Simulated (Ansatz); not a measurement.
## Electronic structure of GaH$_{5}$O···HF in real space

Input

```
crystal:
  periodic: [false, false, false]
  atoms:
    - { symbol: Ga, position_ang: [-0.904495, 0.096438, -1.279279] }
    - { symbol: H, position_ang: [0.230097, 1.157197, -1.242286] }
    - { symbol: H, position_ang: [-0.585349, -1.388404, -1.689144] }
    - { symbol: H, position_ang: [-2.374525, 0.633493, -1.085243] }
    - { symbol: H, position_ang: [0.536573, -0.576225, 1.590715] }
    - { symbol: O, position_ang: [-0.400413, -0.408067, 1.802765] }
    - { symbol: H, position_ang: [1.744208, 0.302361, -0.443123] }
    - { symbol: F, position_ang: [2.131601, -0.297685, 0.140146] }
    - { symbol: H, position_ang: [-0.377697, 0.480992, 2.20545] }
magnetization:
  spin_polarized: true
basis:
  gaussian: { orbitals: def2-SVP }
hamiltonian:
  xc: pbe
  dispersion: d4
relax:
  f_tol: 0.03
  max_steps: 50
output:
  orbitals: {}
```

Command:

```sh
ansatz run input.yaml --threads 2 --pin off --max-ram 3072MiB --backend cpu --events-out ev --progress --plain --runs-dir out
```

The fields are those of the run's last geometry, not of the input's.

All numbers below come from UKS PBE-D4/def2-SVP in Ansatz 0.2.0.

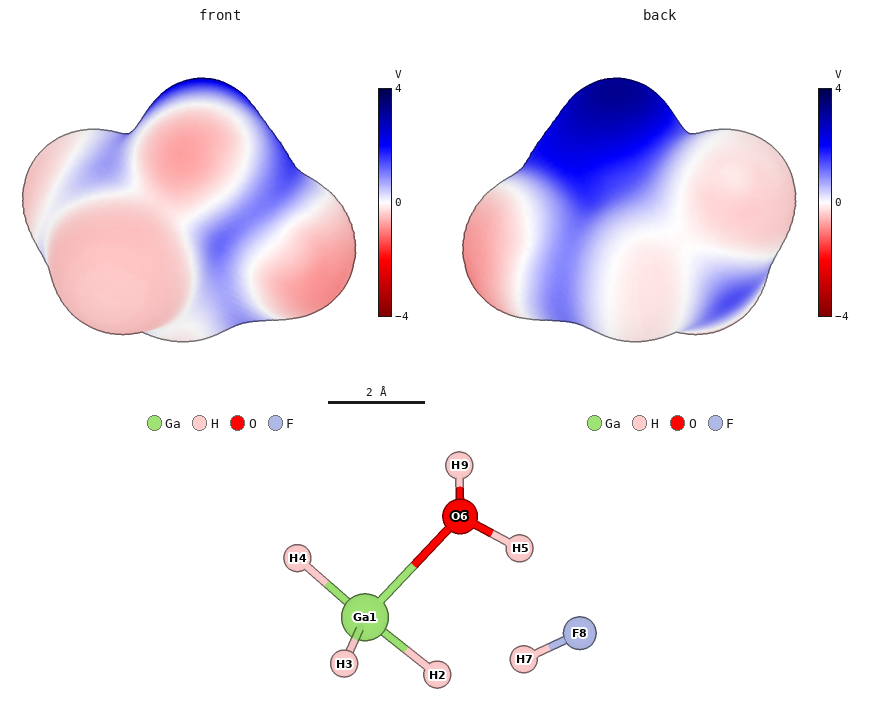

Figure 1. The electrostatic potential painted on the density surface at 0.002 e/bohr³, seen from the front and from behind; the colour scale runs from red (negative) to blue (positive). The bare structure is drawn below in the same view.

Question: Where is the surface potential most negative and most positive?

Answer: The most negative region (about −0.9 V) lies over F8, the most positive (about +3.2 V) over H9.

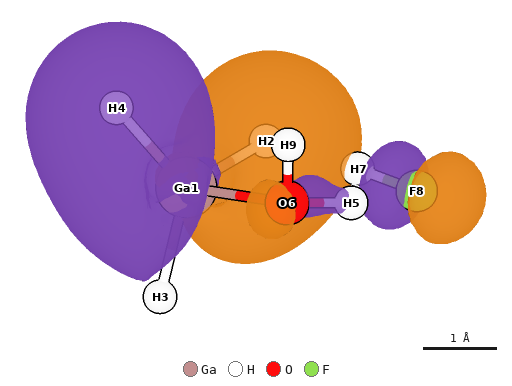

Figure 2. The HOMO−1 at ±0.08 Å⁻³ᐟ² (orange and purple are the two phases), seen from one side.

Question: Describe this orbital and give its energy.

Answer: By Hirshfeld shares it lies mainly on Ga1 (about 35 %), H2 (about 25 %), H4 (about 25 %) and F8 (about 5 %). Its energy is −7.19 eV.

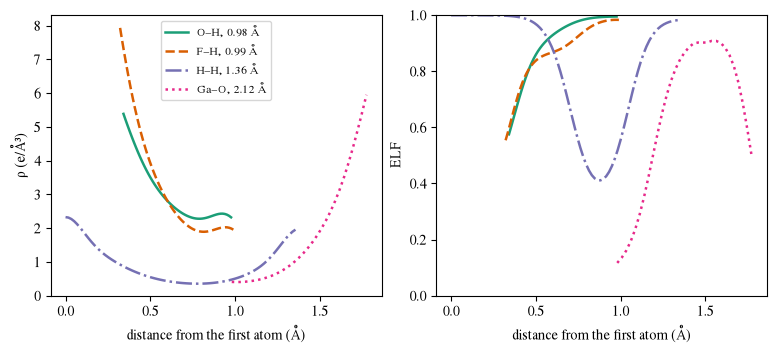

Figure 3. Total electron density and electron localisation function along straight lines between neighbouring atoms. The curves leave out the atomic cores.

Question: What can be read from the curves?

Answer: O–H (0.98 Å): ρ at the midpoint is about 3.6 e/Å³; the ELF climbs to about 1 towards the hydrogen, as it does in any bond to H: a covalent bond by its length.
F–H (0.99 Å): the density is about 4 e/Å³ at the midpoint; the ELF climbs to about 1 towards the hydrogen: a covalent bond by its length.
H2···H7 (1.36 Å): the density falls to about 0.35 e/Å³ on the way; the ELF is about 0.70 at the midpoint and 0.40 at its lowest between the atoms.
Ga–O (2.12 Å): ρ is about 0.41 e/Å³ halfway; the ELF peaks at about 0.90 in the valence shell of O, 0.6 Å from its nucleus, and is about 0.20 at the midpoint.
